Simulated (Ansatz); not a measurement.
# SbP (model cell, started as zinc blende): following an unstable mode, part 2 of 3

Aim: this structure of SbP (model cell, started as zinc blende) is to be tested for unstable modes, and one is followed downhill.

Ansatz 0.2.0; DFT LDA, scalar-relativistic, plane waves, PAW.

So far, highest frequency on the path or at a solved wavevector (cm⁻¹): step 2 (phonons on a q mesh) 256. Also lowest frequency on the path (cm⁻¹): step 2 -77.8.

The structure was built from a prototype and need not be the compound's stable phase.

## 5. Energy along the mode, all amplitudes (two of the runs are shown above)

An imaginary frequency means negative curvature, so the energy should fall and then rise again as anharmonic terms take over.

This step gave:

| Quantity | Value |
| --- | --- |
| depth at the lowest point sampled | 52.10 meV/atom |
| largest atomic shift at that point | 0.6 Å |

Table of energy from the parent by largest atomic shift:

```
largest atomic shift (Å)  energy from the parent (meV/atom)
                   0.000                                  0
                   0.040                             -0.865
                   0.080                              -3.31
                   0.140                              -9.12
                   0.220                              -19.1
                   0.320                              -32.7
                   0.450                              -47.2
                   0.600                              -52.1
```

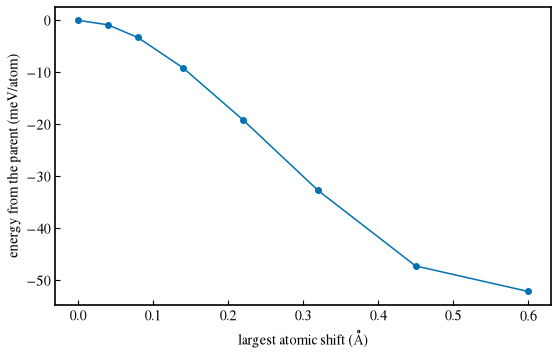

Energy from the parent against largest atomic shift.

Displacement at unit largest shift by atom:

```
atom  x (Å)   y (Å)   z (Å)   size
 Sb1  0.000  -0.486   0.486  0.687
 Sb2  0.000   0.486  -0.486  0.687
 Sb3  0.000   0.453  -0.453  0.641
 Sb4  0.000  -0.453   0.453  0.641
  P5  0.000   0.707  -0.707  1.000
  P6  0.000  -0.707   0.707  1.000
  P7  0.000   0.645  -0.645  0.912
  P8  0.000  -0.645   0.645  0.912
```

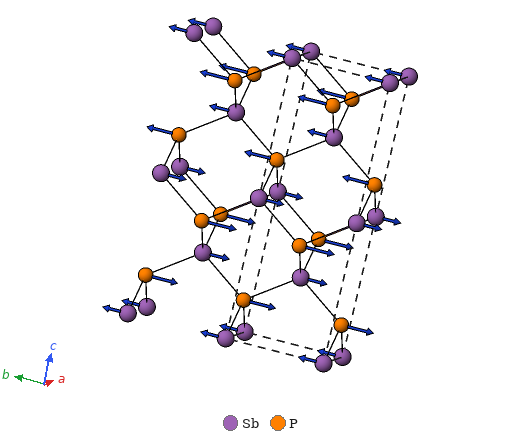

Displacement at unit largest shift as arrows, the longest 1.000 Å. 1×2×1 cells are drawn. Some periodic images of atoms are drawn too.

The lowest of the steps tried is the last one, at 0.6 Å, 52.1 meV/atom below the parent; the bottom of the well need not coincide with a step.

## 6. Relaxing from the distorted cell

Starting from the lowest point found, all atoms and the cell are let go, so that strain and other modes of the same symmetry can join in.

input.yaml reads:

```yaml
crystal:
  lattice:
    - [0.0, -3.0787780828, -3.0787780828]
    - [0.0, 3.0787780828, -3.0787780828]
    - [12.3151123313, 0.0, 0.0]
  atoms:
    - { symbol: Sb, position: [0.5, 0.4051941938, 0.25] }
    - { symbol: Sb, position: [0.5, 0.5948058062, 0.75] }
    - { symbol: Sb, position: [0.0, 0.0882565286, 0.0] }
    - { symbol: Sb, position: [0.0, -0.0882565286, 0.5] }
    - { symbol: P, position: [0.0, 0.6378027442, 0.875] }
    - { symbol: P, position: [0.0, 0.3621972558, 0.375] }
    - { symbol: P, position: [0.5, 0.1256330372, 0.625] }
    - { symbol: P, position: [0.5, -0.1256330372, 0.125] }
kpoints:
  mp_grid: { grid: [8, 8, 4] }
hamiltonian:
  xc: lda
scf:
  occupations: { method: methfessel_paxton, width: 0.15 }
output:
  forces: true
  stress: true
  eigenvalues: true
relax:
  adjacent_minimum: "off"
  f_tol: 0.002
  max_steps: 120
  cell: { stress_tol: 0.03 }
```

The run is started by

```
> ansatz run input.yaml --threads 4 --pin off --max-ram 7168MiB --backend cpu --events-out ev --progress --plain --runs-dir out
```

Numbers of over 12 decimals in the logs are rounded to 6 here.

What it wrote:

```text
[...]
Crystal: 8 atoms, lattice volume = 233.467 Å³
Basis set: ecut = 420 eV, 4513 PW (Γ)
Bands: 48, of which v1, the nominal top of the filled ones, is band 40 counted from 1 (39 counted from 0)
Symmetry: 4 space group operations
[...]
k-points: 75 of 256 (time reversal used)
[...]
SCF iter   1: F=—  HF=-28243.400335 eV  |F-HF|=—  |Δ(HF+E_count)|=         —  Δρ=6.91e-3  dr2=1.44e-1  ethr=1.77e-3  ⟨swp⟩=7.5  Hψ=15275  notcnv=0
[...]
SCF iter   9: F=-28243.353453 eV  HF=-28243.353453 eV  |F-HF|=3.44e-9  |Δ(HF+E_count)|=   8.80e-9  S|Δr|=    0.00e0  Δρ=1.27e-6  dr2=9.64e-9  ethr=1.25e-10  ⟨swp⟩=4.8  Hψ=11630  notcnv=0
SCF 1 converged in 9 iterations: F = -28243.353453 eV  dr2 = 9.64e-9
[...]
relax step   1: F+E_penalty+E_count = -28243.35345303 eV  Δ(F+E_penalty+E_count) = +0.000e0 eV  max|allowed force component| = 7.358e-1 eV/Å  Δτ_max = 0.0000 Å  P = -1.893 GPa  Ω = 233.467 Å³  (9 SCF iters, dr2 threshold 1.00e-7 eV, accepted)
Crystal: 8 atoms, lattice volume = 213.802 Å³
Basis set: ecut = 420 eV, 4149 PW (Γ)
[...]
SCF iter   7: F=-28243.899747 eV  HF=-28243.899747 eV  |F-HF|=1.66e-7  |Δ(HF+E_count)|=   2.54e-8  S|Δr|=    0.00e0  Δρ=7.17e-6  dr2=3.41e-7  ethr=1.00e-9  ⟨swp⟩=8.8  Hψ=15819  notcnv=0
SCF 2 converged in 7 iterations: F = -28243.899747 eV  dr2 = 3.41e-7
[...]
relax step   2: F+E_penalty+E_count = -28243.89974681 eV  Δ(F+E_penalty+E_count) = -5.463e-1 eV  max|allowed force component| = 3.203e-1 eV/Å  Δτ_max = 0.1944 Å  P = +1.342 GPa  Ω = 213.802 Å³  energy of the carried Pulay correction = +4.536e-3 eV  (7 SCF iters, dr2 threshold 8.00e-7 eV, accepted)
Crystal: 8 atoms, lattice volume = 212.943 Å³
Basis set: ecut = 420 eV, 4167 PW (Γ)
[...]
SCF iter   6: F=-28244.164104 eV  HF=-28244.164105 eV  |F-HF|=2.92e-7  |Δ(HF+E_count)|=   3.32e-7  S|Δr|=    0.00e0  Δρ=1.33e-5  dr2=6.91e-7  ethr=1.00e-9  ⟨swp⟩=9.8  Hψ=17169  notcnv=0
SCF 3 converged in 6 iterations: F = -28244.164104 eV  dr2 = 6.91e-7
relax step   3: F+E_penalty+E_count = -28244.16410445 eV  Δ(F+E_penalty+E_count) = -2.644e-1 eV  max|allowed force component| = 1.413e-1 eV/Å  Δτ_max = 0.1953 Å  P = -0.457 GPa  Ω = 212.943 Å³  energy of the carried Pulay correction = +4.744e-3 eV  (6 SCF iters, dr2 threshold 8.00e-7 eV, accepted)
[... from here on, the SCF cycles and remarks between the steps are left out ...]
relax step   4: F+E_penalty+E_count = -28244.31296777 eV  Δ(F+E_penalty+E_count) = -1.489e-1 eV  max|allowed force component| = 1.153e-1 eV/Å  Δτ_max = 0.1964 Å  P = -0.170 GPa  Ω = 205.974 Å³  energy of the carried Pulay correction = +6.455e-3 eV  (7 SCF iters, dr2 threshold 8.00e-7 eV, accepted)
relax step   5: F+E_penalty+E_count = -28244.44991407 eV  Δ(F+E_penalty+E_count) = -1.369e-1 eV  max|allowed force component| = 8.842e-2 eV/Å  Δτ_max = 0.1951 Å  P = -0.057 GPa  Ω = 200.364 Å³  energy of the carried Pulay correction = +7.874e-3 eV  (6 SCF iters, dr2 threshold 8.00e-7 eV, accepted)
relax step   6: F+E_penalty+E_count = -28244.59057491 eV  Δ(F+E_penalty+E_count) = -1.407e-1 eV  max|allowed force component| = 3.530e-1 eV/Å  Δτ_max = 0.1954 Å  P = -0.430 GPa  Ω = 195.548 Å³  energy of the carried Pulay correction = +9.121e-3 eV  (6 SCF iters, dr2 threshold 8.00e-7 eV, accepted)
relax step   7: F+E_penalty+E_count = -28244.73160391 eV  Δ(F+E_penalty+E_count) = -1.410e-1 eV  max|allowed force component| = 4.113e-1 eV/Å  Δτ_max = 0.1939 Å  P = -0.353 GPa  Ω = 191.347 Å³  energy of the carried Pulay correction = +1.023e-2 eV  (7 SCF iters, dr2 threshold 8.00e-7 eV, accepted)
relax step   8: F+E_penalty+E_count = -28244.83200347 eV  Δ(F+E_penalty+E_count) = -1.004e-1 eV  max|allowed force component| = 2.214e-1 eV/Å  Δτ_max = 0.1928 Å  P = -0.286 GPa  Ω = 189.230 Å³  energy of the carried Pulay correction = +1.080e-2 eV  (6 SCF iters, dr2 threshold 8.00e-7 eV, accepted)
relax step   9: F+E_penalty+E_count = -28244.91845609 eV  Δ(F+E_penalty+E_count) = -8.645e-2 eV  max|allowed force component| = 3.300e-1 eV/Å  Δτ_max = 0.1940 Å  P = -0.231 GPa  Ω = 183.623 Å³  energy of the carried Pulay correction = +1.233e-2 eV  (6 SCF iters, dr2 threshold 8.00e-7 eV, accepted)
relax step  10: F+E_penalty+E_count = -28245.06457593 eV  Δ(F+E_penalty+E_count) = -1.461e-1 eV  max|allowed force component| = 1.467e-1 eV/Å  Δτ_max = 0.2000 Å  P = -0.521 GPa  Ω = 178.477 Å³  energy of the carried Pulay correction = +1.378e-2 eV  (6 SCF iters, dr2 threshold 8.00e-7 eV, accepted)
relax step  11: F+E_penalty+E_count = -28245.11990191 eV  Δ(F+E_penalty+E_count) = -5.533e-2 eV  max|allowed force component| = 1.218e-1 eV/Å  Δτ_max = 0.1948 Å  P = +0.461 GPa  Ω = 172.118 Å³  energy of the carried Pulay correction = +1.561e-2 eV  (6 SCF iters, dr2 threshold 8.00e-7 eV, accepted)
relax step  12: F+E_penalty+E_count = -28245.11765786 eV  Δ(F+E_penalty+E_count) = +2.244e-3 eV  max|allowed force component| = 2.378e-1 eV/Å  Δτ_max = 0.0718 Å  P = -0.107 GPa  Ω = 173.428 Å³  energy of the carried Pulay correction = +1.523e-2 eV  (5 SCF iters, dr2 threshold 8.00e-7 eV, rejected (line search))
relax step  13: F+E_penalty+E_count = -28245.13356592 eV  Δ(F+E_penalty+E_count) = -1.366e-2 eV  max|allowed force component| = 2.609e-2 eV/Å  Δτ_max = 0.0318 Å  P = +0.027 GPa  Ω = 172.817 Å³  energy of the carried Pulay correction = +1.541e-2 eV  (10 SCF iters, accepted)
relax step  14: F+E_penalty+E_count = -28245.13744601 eV  Δ(F+E_penalty+E_count) = -3.880e-3 eV  max|allowed force component| = 9.884e-2 eV/Å  Δτ_max = 0.0710 Å  P = -0.092 GPa  Ω = 172.283 Å³  energy of the carried Pulay correction = +1.556e-2 eV  (6 SCF iters, dr2 threshold 2.37e-7 eV, accepted)
relax step  15: F+E_penalty+E_count = -28245.15282982 eV  Δ(F+E_penalty+E_count) = -1.538e-2 eV  max|allowed force component| = 1.178e-2 eV/Å  Δτ_max = 0.1500 Å  P = -0.216 GPa  Ω = 170.683 Å³  energy of the carried Pulay correction = +1.604e-2 eV  (6 SCF iters, dr2 threshold 6.11e-7 eV, accepted)
relax step  16: F+E_penalty+E_count = -28245.15351771 eV  Δ(F+E_penalty+E_count) = -6.879e-4 eV  max|allowed force component| = 6.738e-3 eV/Å  Δτ_max = 0.0729 Å  P = +0.331 GPa  Ω = 169.295 Å³  energy of the carried Pulay correction = +1.645e-2 eV  (5 SCF iters, dr2 threshold 3.97e-7 eV, accepted)
relax step  17: F+E_penalty+E_count = -28245.15487678 eV  Δ(F+E_penalty+E_count) = -1.359e-3 eV  max|allowed force component| = 4.910e-3 eV/Å  Δτ_max = 0.0108 Å  P = -0.010 GPa  Ω = 169.869 Å³  energy of the carried Pulay correction = +1.628e-2 eV  (4 SCF iters, dr2 threshold 8.00e-7 eV, accepted)
relax step  18: F+E_penalty+E_count = -28245.15499488 eV  Δ(F+E_penalty+E_count) = -1.181e-4 eV  max|allowed force component| = 1.051e-3 eV/Å  Δτ_max = 0.0103 Å  P = -0.002 GPa  Ω = 169.801 Å³  energy of the carried Pulay correction = +1.630e-2 eV  (5 SCF iters, dr2 threshold 6.77e-9 eV, accepted)
relax step  19: F+E_penalty+E_count = -28245.15502426 eV  Δ(F+E_penalty+E_count) = -2.938e-5 eV  max|allowed force component| = 2.210e-3 eV/Å  Δτ_max = 0.0085 Å  P = +0.013 GPa  Ω = 169.751 Å³  energy of the carried Pulay correction = +1.631e-2 eV  (7 SCF iters, accepted)
relax step  20: F+E_penalty+E_count = -28245.15503156 eV  Δ(F+E_penalty+E_count) = -7.297e-6 eV  max|allowed force component| = 2.318e-3 eV/Å  Δτ_max = 0.0094 Å  P = +0.005 GPa  Ω = 169.754 Å³  energy of the carried Pulay correction = +1.631e-2 eV  (6 SCF iters, dr2 threshold 3.05e-10 eV, accepted)
relax step  21: F+E_penalty+E_count = -28245.15503214 eV  Δ(F+E_penalty+E_count) = -5.837e-7 eV  max|allowed force component| = 4.517e-3 eV/Å  Δτ_max = 0.0080 Å  P = -0.001 GPa  Ω = 169.756 Å³  energy of the carried Pulay correction = +1.631e-2 eV  (6 SCF iters, dr2 threshold 3.36e-10 eV, accepted)
relax step  22: F+E_penalty+E_count = -28245.15504024 eV  Δ(F+E_penalty+E_count) = -8.100e-6 eV  max|allowed force component| = 4.126e-4 eV/Å  Δτ_max = 0.0008 Å  P = +0.002 GPa  Ω = 169.749 Å³  energy of the carried Pulay correction = +1.631e-2 eV  (4 SCF iters, dr2 threshold 1.28e-9 eV, accepted)
relax step  23: F+E_penalty+E_count = -28245.15504071 eV  Δ(F+E_penalty+E_count) = -4.680e-7 eV  max|allowed force component| = 1.618e-4 eV/Å  Δτ_max = 0.0021 Å  P = +0.001 GPa  Ω = 169.749 Å³  energy of the carried Pulay correction = +1.631e-2 eV  (6 SCF iters, accepted)
relax step  24: F+E_penalty+E_count = -28245.15504116 eV  Δ(F+E_penalty+E_count) = -4.516e-7 eV  max|allowed force component| = 2.740e-4 eV/Å  Δτ_max = 0.0035 Å  P = +0.000 GPa  Ω = 169.749 Å³  energy of the carried Pulay correction = +1.631e-2 eV  (6 SCF iters, accepted)
relax step  25: F+E_penalty+E_count = -28245.14856012 eV  Δ(F+E_penalty+E_count) = +6.481e-3 eV  max|allowed force component| = 2.752e-4 eV/Å  Δτ_max = 0.0000 Å  P = -0.023 GPa  Ω = 169.749 Å³  stress off target by 3.51e-2 GPa  SCF on the basis re-selected at this cell (its energy is not comparable with the rows above)  (6 SCF iters)
relax step  26: F+E_penalty+E_count = -28245.14859313 eV  Δ(F+E_penalty+E_count) = -3.301e-5 eV  max|allowed force component| = 8.230e-4 eV/Å  Δτ_max = 0.0066 Å  P = +0.026 GPa  Ω = 169.651 Å³  energy of the carried Pulay correction = +2.994e-5 eV  (5 SCF iters, dr2 threshold 3.07e-9 eV, accepted)
relax step  27: F+E_penalty+E_count = -28245.14858507 eV  Δ(F+E_penalty+E_count) = +8.057e-6 eV  max|allowed force component| = 5.747e-4 eV/Å  Δτ_max = 0.0073 Å  P = +0.004 GPa  Ω = 169.694 Å³  energy of the carried Pulay correction = +1.670e-5 eV  (5 SCF iters, dr2 threshold 3.47e-9 eV, accepted)
[...]
SCF iter   7: F=-28245.148570 eV  HF=-28245.148570 eV  |F-HF|=0.00e0  |Δ(HF+E_count)|=  2.55e-11  S|Δr|=    0.00e0  Δρ=9.03e-8  dr2=6.95e-12  ethr=1.00e-12  ⟨swp⟩=7.1  Hψ=16212  notcnv=0
SCF 28 converged in 7 iterations: F = -28245.148570 eV  dr2 = 6.95e-12
relax step  28: F+E_penalty+E_count = -28245.14856998 eV  Δ(F+E_penalty+E_count) = +1.510e-5 eV  max|allowed force component| = 5.749e-4 eV/Å  Δτ_max = 0.0000 Å  P = +0.004 GPa  Ω = 169.694 Å³  stress off target by 7.55e-3 GPa  SCF on the basis re-selected at this cell (its energy is not comparable with the rows above)  (7 SCF iters)
[...]
SCF converged after 7 iterations
[...]
Free energy (F): -28245.148570 eV
[...]
Internal energy: -28245.147065 eV  (E = F + TS)
E sigma→0 (E₀):  -28245.148194 eV
Entropy (-TS):   -0.001505 eV (-0.188 meV/atom)
Fermi energy:    10.715948 eV
Step filling:    the computed levels leave a gap of 0.0000 eV = 0.0 smearing widths at the electron count; against every level under it full and every level over it empty, smearing changes F+E_penalty+E_count by -0.952 meV and its σ→0 estimate by -0.575 meV
[...]
--- Forces (eV/Å), atoms counted from 1 ---
  atom   1  Sb    -0.00057493     0.00003352    -0.00003352
  atom   2  Sb    -0.00057493    -0.00003352     0.00003352
  atom   3  Sb     0.00006957     0.00000210    -0.00000210
  atom   4  Sb     0.00006957    -0.00000210     0.00000210
  atom   5  P      0.00036745    -0.00013101     0.00013101
  atom   6  P      0.00036745     0.00013101    -0.00013101
  atom   7  P      0.00013792     0.00028957    -0.00028957
  atom   8  P      0.00013792    -0.00028957     0.00028957
  max |Σ_I F_I| component: 2.18e-8 eV/Å
--- Stress (GPa, compression-positive) ---
        0.007546      -0.000000      -0.000000
       -0.000000       0.001519      -0.001431
       -0.000000      -0.001431       0.001519
  P = ⅓ Tr σ = 0.0035 GPa (0.035 kbar)
--- Band table (eV; the first three rows and the last of 75) ---
  k-point 0: bands = [... 36 lower, 8.9440, 9.2609, 9.4286, 9.4731, 12.2367, 12.2367, 12.3143, 12.6980, ... 4 higher]
  k-point 1: bands = [... 36 lower, 8.9604, 9.1804, 9.3046, 9.3084, 12.1954, 12.4364, 12.5523, 12.5576, ... 4 higher]
  k-point 2: bands = [... 36 lower, 9.0111, 9.0111, 9.0414, 9.0414, 12.3201, 12.3201, 12.7336, 12.7336, ... 4 higher]
  k-point 74: bands = [... 36 lower, 8.9543, 8.9543, 8.9545, 8.9545, 9.4391, 9.4391, 9.4394, 9.4394, ... 4 higher]
--- Relaxed structure (26 steps of the walk, 25 accepted, 2 SCFs on fresh bases) ---
  F+E_penalty+E_count = -28245.14856998 eV   max|allowed force component| = 5.749e-4 eV/Å   (the final SCF, on the basis selected at the relaxed cell)
  cell:  # Å, volume = 169.6943 Å³
    - [0, -2.572199, -2.572199]
    - [0, 2.564196, -2.564196]
    - [12.864160, 0, 0]
  atoms:
    - { symbol: Sb, position: [0.5, 0.500115, 0.270532] }
    - { symbol: Sb, position: [0.500000, 0.499885, 0.770532] }
    - { symbol: Sb, position: [0.0, 0.499238, 0.020525] }
    - { symbol: Sb, position: [0.0, -0.499238, 0.520525] }
    - { symbol: P, position: [0.0, 1.000058, 0.854470] }
    - { symbol: P, position: [0, -5.844233980354771e-5, 0.354470] }
    - { symbol: P, position: [0.500000, -0.000329712, 0.604473] }
    - { symbol: P, position: [0.500000, 0.000329712, 0.104473] }
```

The job ended after 7.6 min (4 threads of Arm Neoverse V2, shared host; peak memory 1.1 GiB; 30 min of CPU time).

Relaxation path (22 of 28):

```
step  energy less that of the first step (eV)  largest force component (eV/Å)  pressure (GPa)  volume (Å³)
   1                                   0.0000                          0.7358           -1.89       233.47
   2                                  -0.5463                          0.3203            1.34       213.80
   4                                  -0.9595                          0.1153           -0.17       205.97
   5                                  -1.0965                          0.0884           -0.06       200.36
   6                                  -1.2371                          0.3530           -0.43       195.55
   7                                  -1.3782                          0.4113           -0.35       191.35
   9                                  -1.5650                          0.3300           -0.23       183.62
  10                                  -1.7111                          0.1467           -0.52       178.48
  11                                  -1.7664                          0.1218            0.46       172.12
  13                                  -1.7801                          0.0261            0.03       172.82
  14                                  -1.7840                          0.0988           -0.09       172.28
  15                                  -1.7994                          0.0118           -0.22       170.68
  16                                  -1.8001                          0.0067            0.33       169.29
  18                                  -1.8015                          0.0011            0.00       169.80
  19                                  -1.8016                          0.0022            0.01       169.75
  20                                  -1.8016                          0.0023            0.01       169.75
  22                                  -1.8016                          0.0004            0.00       169.75
  23                                  -1.8016                          0.0002            0.00       169.75
  24                                  -1.8016                          0.0003            0.00       169.75
 25*                                  -1.7951                          0.0003           -0.02       169.75
  27                                  -1.7951                          0.0006            0.00       169.69
 28*                                  -1.7951                          0.0006            0.00       169.69
```

Relaxation steps marked * repeat the geometry before them on a plane-wave basis chosen anew for their cell, so energy and pressure can jump there. Other such steps can lie between the rows shown. Relaxation step 12 was tried and not accepted.

The run keeps the 4 symmetry operations that it works with, so distortions that break them were not tested.

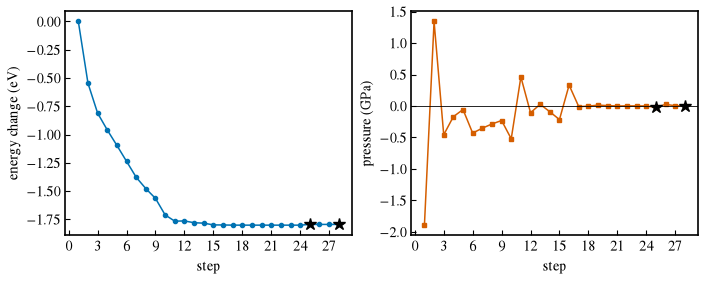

Energy and pressure along the relaxation. Stars mark steps on a basis chosen anew.

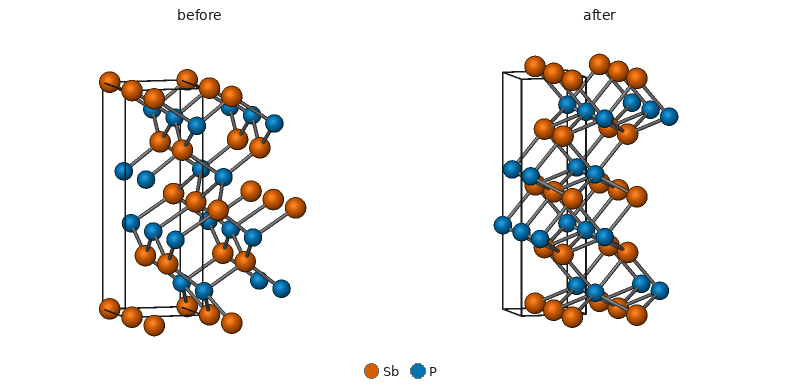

Before and after, at one scale. Bonds to atoms that aren't drawn are left out.

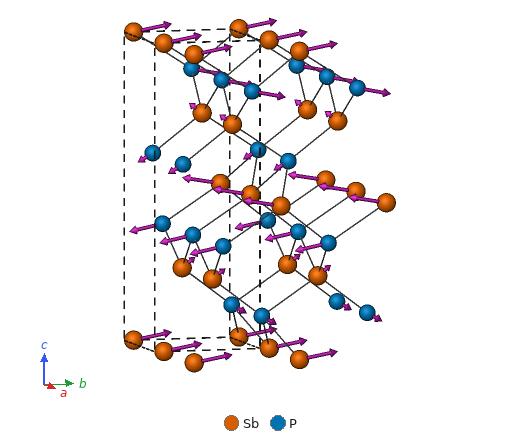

Displacements in the relaxation, scaled, measured against the changing cell; the longest in the cell stands for 1.51 Å. Bonds to atoms that aren't drawn are left out. 2×2×1 cells are drawn. Some periodic images of atoms are drawn too.

```
     cell as run  before   after   change
           a (Å)   4.354   3.638  -16.5 %
           b (Å)   4.354   3.626  -16.7 %
           c (Å)  12.315  12.864   +4.5 %
volume (Å³/atom)   29.18   21.21  -27.3 %
```

The atoms that moved most (Å, as changes of fractional coordinates times the final cell):

```
atom      dx      dy      dz  length
 Sb3   0.264   1.054  -1.054   1.514
 Sb4   0.264  -1.054   1.054   1.514
  P6  -0.264  -0.929   0.929   1.340
  P5  -0.264   0.929  -0.929   1.340
  P8  -0.264   0.323  -0.323   0.528
  P7  -0.264  -0.323   0.323   0.528
 Sb2   0.264  -0.243   0.243   0.434
 Sb1   0.264   0.243  -0.243   0.434
```

Final coordinates:

```
Sb P
1.0
     0.00000   -2.57220   -2.57220
     0.00000    2.56420   -2.56420
    12.86416    0.00000    0.00000
Sb P
4 4
Direct
  0.50000 0.50012 0.27053
  0.50000 0.49988 0.77053
  0.00000 0.49924 0.02053
  0.00000 0.50076 0.52053
  0.00000 0.00006 0.85447
  0.00000 0.99994 0.35447
  0.50000 0.99967 0.60447
  0.50000 0.00033 0.10447
```

This step gave:

```
pressure        : 0.003528 GPa
volume per atom : 21.21 Å³
```

The distorted start has space group Pmc2_1; the relaxation ends in Amm2.

(Continued in part 3 of 3.)

[Logs are printed without paths, hosts, clocks, repeated set-up lines and the standing remarks that a program may print on its own settings, such as how far it seeks lower states.]

[Hosts, paths, dates, database ids (printed as entryN), source tags and the programs' standing remarks are cut or masked in the printed files.]
